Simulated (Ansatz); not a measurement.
**NO2 (nitrogen dioxide) at UB2PLYP/STO-3G**

What is the vertical doublet–quartet gap of NO2 (nitrogen dioxide) at UB2PLYP/STO-3G? 

The results are computed with Ansatz 0.2.0.

## 1. The structure to begin with

NO2: 3 atoms, total charge 0, spin state doublet. SMILES: `[O]N=O`. The shape is that of a PBE0-D4/def2-TZVP optimisation.

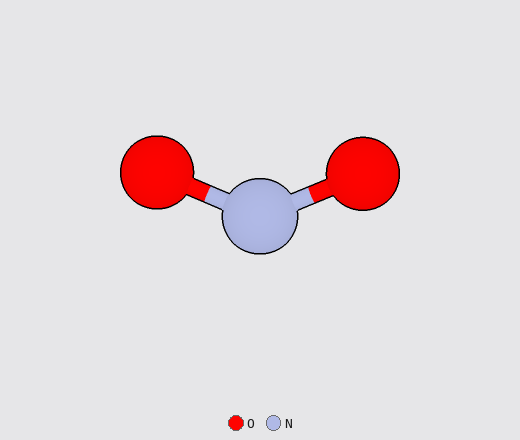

The structure, seen from a chosen angle (oxygen red, nitrogen light blue).

## 2. The energy at UB2PLYP/STO-3G

The input, molecule.yaml:

```yaml
basis:
  gaussian: {orbitals: STO-3G}
crystal:
  periodic: [false, false, false]
  atoms:
    - {symbol: O, position_ang: [0.209760, -1.082190, 0.000620]}
    - {symbol: N, position_ang: [-0.265470, -0.009110, -0.145890]}
    - {symbol: O, position_ang: [0.055690, 1.091300, 0.145270]}
magnetization: {spin_polarized: true, initial_magnetization: 1}
hamiltonian: {xc: {name: B2PLYP}}
correlation: {frozen_orbitals: {"N": 1, O: 1}}
accuracy: high
```

On the command line:

```bash
$ ansatz run molecule.yaml --threads 1 --pin off --max-ram 3480MiB --events-out events.jsonl --progress --plain --runs-dir runs
```

What it wrote:

```text
Warning: RAYON_NUM_THREADS=1 ignored (pool sized by the plan → 1); use --threads N
Functional definition: B2PLYP
  name "B2PLYP"
  parameter a = 0.53
  parameter c = 0.27
  exchange = (1 - a)*b88_x + a*exact_x
  correlation = (1 - c)*lyp_c + c*(mp2_os + mp2_ss)
252 factors; integrals over basis functions are off by at most 4.3e-8 eV
mean field evaluation 1: about -5491.8466 eV, gradient 2.2e1 eV
mean field evaluation 2: about -5491.8884 eV, gradient 2.2e1 eV
mean field evaluation 4: about -5494.3470 eV, gradient 5.4e-1 eV
mean field evaluation 8: about -5494.3489 eV, gradient 1.4e-2 eV
mean field evaluation 16: about -5494.3489 eV, gradient 1.2e-6 eV
mean field evaluation 32: about -5494.3317 eV, gradient 3.1e-1 eV
mean field -5494.34891466 eV, -201.9135984104 hartree, gradient 4.0e-9 eV, S^2 0.754689; 2 other end points of the search recorded, 0 dependent functions left out
3 core orbitals not correlated: weight in the atoms' cores, before any rotation towards them, 1.000 or more for the frozen orbitals, at most 0.000 for the correlated occupied ones
reference -5494.34892457 eV, -201.9135987743 hartree; 9, 8 occupied and 3, 4 virtual orbitals, 252 factors
second order -7.71104573 eV of doubles, -0.00000000 eV of singles
Total energy: -5496.43090691 eV, -201.9901102143 hartree
```

It took 1.5 s on 1 thread of Arm Neoverse V1, shared host; peak memory 0.11 GiB.

## 3. The quartet

The input, molecule.yaml:

```yaml
basis:
  gaussian:
    orbitals: STO-3G
crystal:
  periodic: [false, false, false]
  atoms:
    - {symbol: O, position_ang: [0.209760, -1.082190, 0.000620]}
    - {symbol: "N", position_ang: [-0.265470, -0.009110, -0.145890]}
    - {symbol: O, position_ang: [0.055690, 1.091300, 0.145270]}
magnetization:
  spin_polarized: true
  initial_magnetization: 3
hamiltonian:
  xc: {name: B2PLYP}
correlation:
  frozen_orbitals: {"N": 1, O: 1}
accuracy: high
```

On the command line:

```bash
$ ansatz run molecule.yaml --threads 1 --pin off --max-ram 3480MiB --events-out events.jsonl --progress --plain --runs-dir runs
```

What it wrote, shortened:

```text
Warning: RAYON_NUM_THREADS=1 ignored (pool sized by the plan → 1); use --threads N
[... 2 set-up lines as earlier in the session ...]
[...]
252 factors; integrals over basis functions are off by at most 4.3e-8 eV
[...]
mean field -5491.32740290 eV, -201.8025599013 hartree, gradient 6.3e-8 eV, S^2 3.754570; 2 other end points of the search recorded, 0 dependent functions left out
3 core orbitals not correlated: weight in the atoms' cores, before any rotation towards them, 1.000 or more for the frozen orbitals, at most 0.000 for the correlated occupied ones
reference -5491.32741270 eV, -201.8025602613 hartree; 10, 7 occupied and 2, 5 virtual orbitals, 252 factors
second order -3.28168319 eV of doubles, -0.00000000 eV of singles
Total energy: -5492.21346716 eV, -201.8351221622 hartree
```

Wall time 2.2 s (1 thread of Arm Neoverse V1, shared host); peak memory 0.11 GiB.

## 4. Outcome

Level: UB2PLYP/STO-3G, 3 core orbitals frozen.

| quantity | value |
| --- | --- |
| doublet: total energy | -201.99011 Eh |
| doublet: ⟨S²⟩ | 0.755 |
| quartet: total energy | -201.83512 Eh |
| quartet: ⟨S²⟩ | 3.755 |
| vertical energy of the quartet above the doublet | 4.217 eV |

At this shape the quartet lies 4.22 eV (97 kcal/mol) above the doublet. In a minimal basis such a difference can be off by several eV, whatever the method.
